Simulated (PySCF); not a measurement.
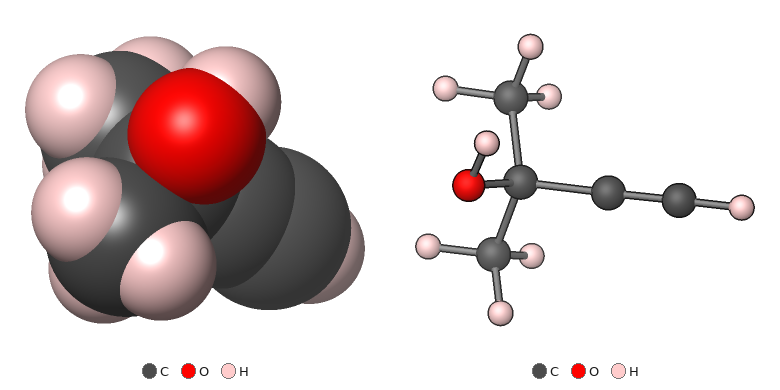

The same structure drawn twice, from different directions.

Computed geometry: GFN2-xTB optimisation. No frequency run is at hand to confirm it as a minimum.

What is the molecular formula?

Answer. C₅H₈O, 14 atoms: 5 carbon, 8 hydrogen and 1 oxygen.

Does it have rings?

Answer. It has no ring.

Give the symmetry (Schoenflies symbol).

Answer. C1.

What is its SMILES?

Answer. C#CC(C)(C)O

More results for the same structure follow; atom numbers are the same in all pictures, views and colours differ.

## NMR shielding

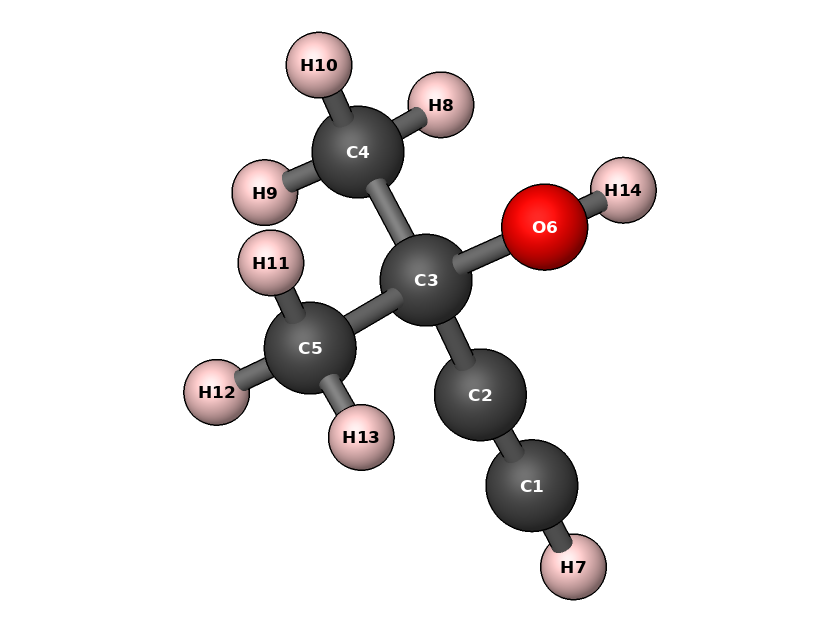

No frequency run is at hand to confirm it as a minimum. Level of theory: GIAO PBE0/pcSseg-1 NMR shielding, non-relativistic, gas phase (PySCF 2.14.0). Principal shieldings σ11 ≤ σ22 ≤ σ33, span Ω = σ33 − σ11, skew κ = 3(σiso − σ22)/Ω.

Which C atom has the most anisotropic shielding?

Answer. C2, with a span of 319 ppm.

Give the shielding tensors of the C atoms.

| atom | σ11 | σ22 | σ33 | σiso | Ω | κ |
| --- | --- | --- | --- | --- | --- | --- |
| C1 | 45.8 | 48.9 | 231.6 | 108.8 | 185.7 | 0.97 |
| C2 | −15.1 | −9.8 | 303.6 | 92.9 | 318.8 | 0.97 |
| C3 | 102.3 | 108.8 | 152.2 | 121.1 | 49.9 | 0.74 |
| C4 | 131.6 | 137.9 | 184.7 | 151.4 | 53.1 | 0.76 |
| C5 | 138.2 | 143.6 | 185.4 | 155.7 | 47.2 | 0.77 |

Shieldings and span in ppm.

## Electronic properties

No frequency run is at hand to confirm it as a minimum. Properties computed with PBE0/pcSseg-1, gas phase (PySCF 2.14.0).

Computed properties:

- dipole moment: 1.36 D
- HOMO energy (Kohn–Sham orbital): −7.83 eV
- LUMO energy (Kohn–Sham orbital): 0.90 eV
- HOMO–LUMO gap: 8.72 eV

## Bond orders

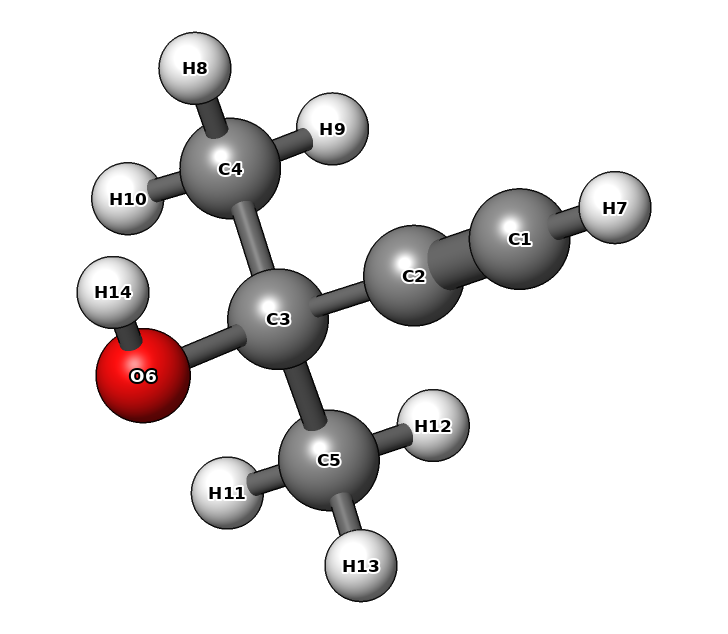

The thickness of each stick grows with its Mayer bond order. No frequency run is at hand to confirm it as a minimum. Method: PBE0/pcSseg-1 (PySCF 2.14.0).

Which bond has the lowest Mayer bond order?

Answer. C2–C3, 0.83, at 1.464 Å.

List the Mayer bond orders of C1–C2, C1–H7, C2–C3, C3–C4, C3–C5, C3–O6, C4–H8, C4–H9, C4–H10, C5–H11, C5–H12, C5–H13, O6–H14.

| bond | Mayer order | length (Å) |
| --- | --- | --- |
| C1–C2 | 2.55 | 1.197 |
| C1–H7 | 1.14 | 1.049 |
| C2–C3 | 0.83 | 1.464 |
| C3–C4 | 1.02 | 1.537 |
| C3–C5 | 1.03 | 1.531 |
| C3–O6 | 0.95 | 1.422 |
| C4–H8 | 0.96 | 1.089 |
| C4–H9 | 0.96 | 1.087 |
| C4–H10 | 0.96 | 1.088 |
| C5–H11 | 0.96 | 1.087 |
| C5–H12 | 0.96 | 1.086 |
| C5–H13 | 0.96 | 1.087 |
| O6–H14 | 0.95 | 0.963 |

## Quadrupole coupling

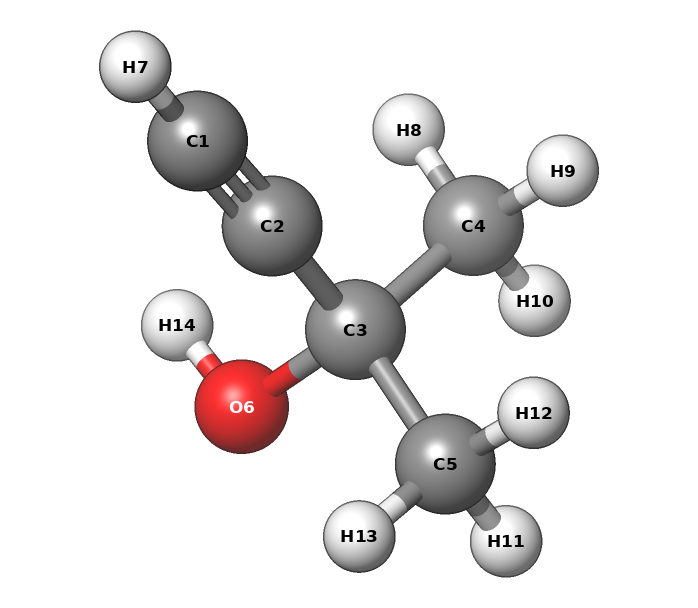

No frequency run is at hand to confirm it as a minimum. Electric field gradients from the ground-state density, PBE0/pcSseg-1 (PySCF 2.14.0), non-relativistic apart from any core potentials.

Give the largest field-gradient component, the quadrupole coupling constant and the asymmetry for 17O at O6 (Q = −25.6 mb), 2H at H7 (Q = 2.86 mb), 2H at H8 (Q = 2.86 mb).

| atom | V_zz (a.u.) | e²qQ/h (MHz) | η |
| --- | --- | --- | --- |
| O6 | −1.998 | 12.02 | 0.91 |
| H7 | 0.396 | 0.266 | 0.01 |
| H8 | 0.311 | 0.209 | 0.03 |
